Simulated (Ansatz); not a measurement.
# Al2W, relaxed, part 2 of 2

Wanted: the geometry at rest of Al2W (a database entry, slightly rescaled), relaxing cell and atoms, and its electronic structure there.

Ansatz 0.2.0; DFT, r2SCAN, no spin polarisation, plane waves, PAW. Relaxing cell and atoms. The steps go on from the part before.

### 6 Fields in real space

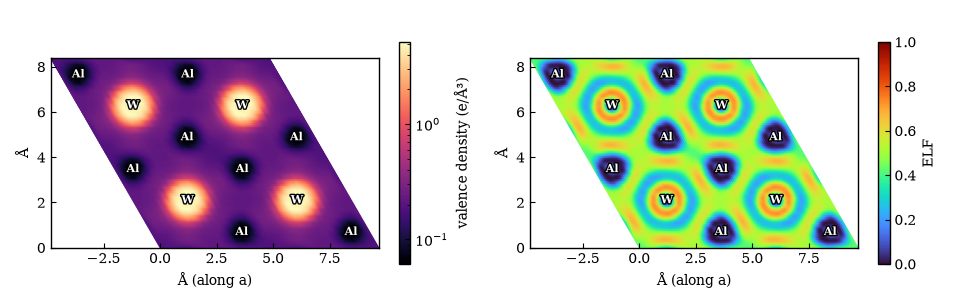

Valence density (left, log scale) and ELF (right) in the plane spanned by a and b at height 0.167 along c (axes of the input's cell); atoms within 0.2 Å are lettered, 2×2 cells. Near the nuclei they are pseudo-fields.

At the density minimum on some short contacts:

```csv
contact,length (Å),minimum at (fraction),density (e/Å³),ELF
W1–Al5,2.646,none clear,–,–
Al4–Al5,2.656,none clear,–,–
```

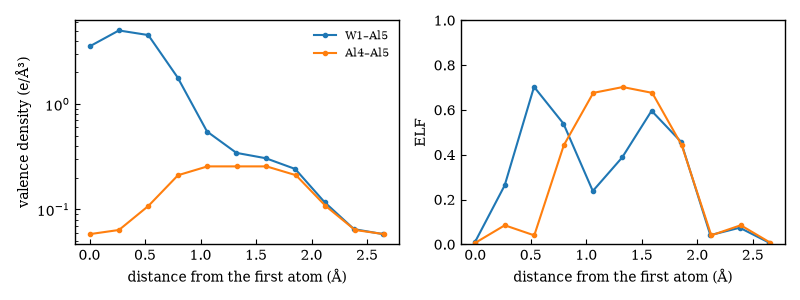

Smooth valence density and ELF along the contacts, at tenths of each length.

### 7 Results

The summary covers parts 1 to 2.

| quantity | value |
| --- | --- |
| moves | 5 |
| energy gained | 76.0 meV/atom |
| largest move | 0.05 Å (Al) |
| space group (0.01 Å), before / after | P6_422 / P6_422 |
| cell | a = 4.835 Å, b = 4.835 Å, c = 6.757 Å, α = 90.00°, β = 90.00°, γ = 120.00° |
| volume | 15.20 Å³/atom (+9.1 %) |
| pressure at the end | 0.01 GPa |
| formation energy (elements from separate runs) | -0.02 eV/atom |
| character | metal |
| density of states, mean within 0.25 eV of the Fermi level | 6 per eV per cell |
| Bader charges | W -2.77, Al +1.38 e |

In words: The volume grew by 9.1 %, and the largest move of an atom is 0.05 Å apart from the change of the cell; the energy fell by 76.0 meV per atom. With 12 symmetry operations imposed, the end may be a saddle point towards distortions that break them. It is a metal; within 0.25 eV of the Fermi level the density of states averages 6 per eV per cell, mostly W d (66 %) and Al p (26 %). Set against separate runs on the elements (W bcc, Al fcc), it forms at -0.02 eV per atom, which says nothing yet of rival compounds. By Bader's partition Al gives up most (+1.38 e) and W takes most (-2.77 e).
